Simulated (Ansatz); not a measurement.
```xyz
5

N     0.3592   -1.2208    0.1729
Ga   -0.0768    0.5274   -0.2150
H     0.0677   -1.7194    1.0319
H    -1.3342    0.7750   -1.1351
H     0.9841    1.6377    0.1452
```

The calculation used Ansatz 0.2.0, UKS PBE-D4/def2-SVP.

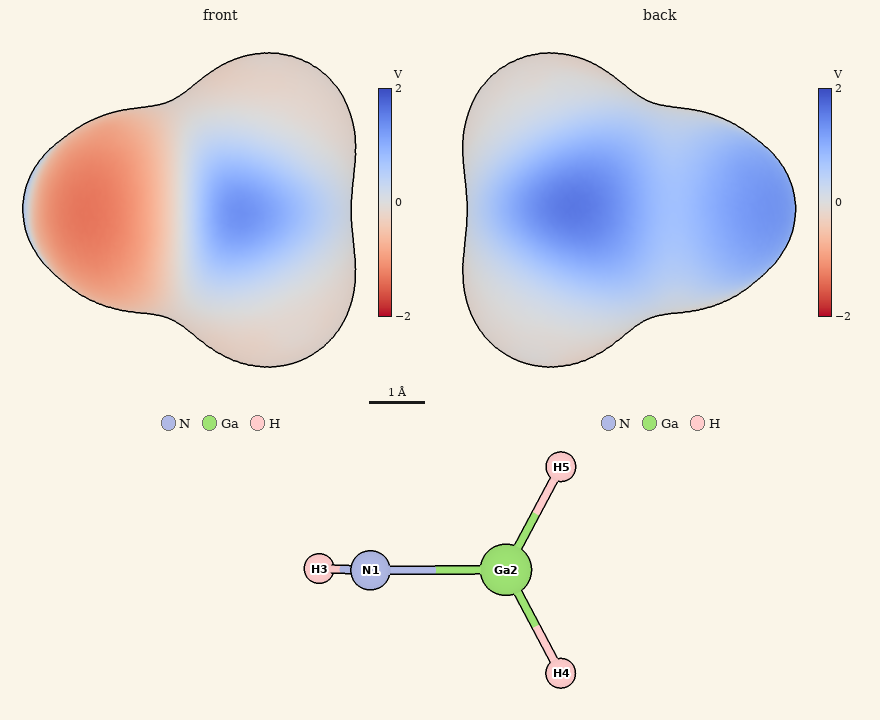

GaH3N (doublet). The molecular electrostatic potential painted on the density surface at 0.001 e/bohr³, seen from the front and from behind; red is negative and blue positive. The bare structure is drawn below in the same view.

### Describe the electrostatic potential map.

The most negative region (about −1.3 V) lies over N1, the most positive (about +1.5 V) over Ga2. N1 is the likeliest acceptor of a hydrogen bond.
